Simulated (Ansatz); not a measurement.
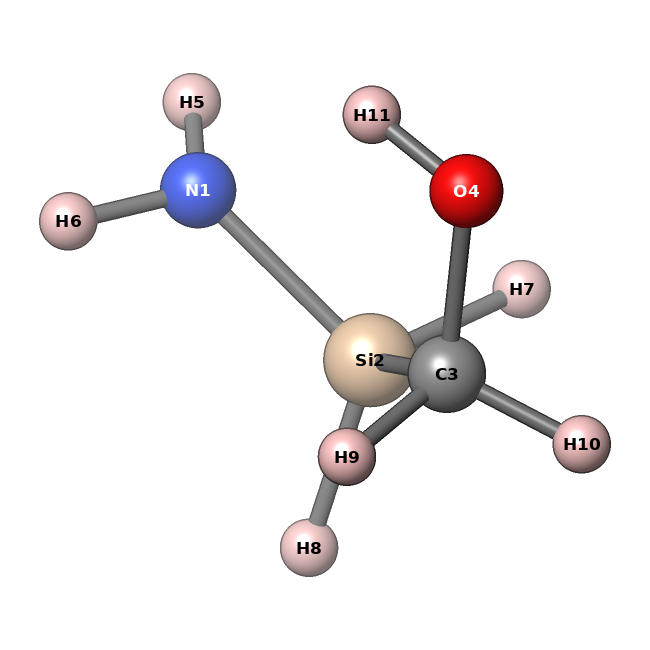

Si2 lies behind C3. The molecule seen a little off the C3–Si2 bond, C3 in front. Depth is shown by fading: the farther an atom, the more it takes the colour of the background. The geometry was computed by an optimisation with PBE0-D4/def2-TZVP.

> What is the torsion angle O4–C3–Si2–N1? The sign is positive where the front bond must turn clockwise to cover the back bond.

−44°, synclinal (gauche). The bonds about C3–Si2 are staggered.
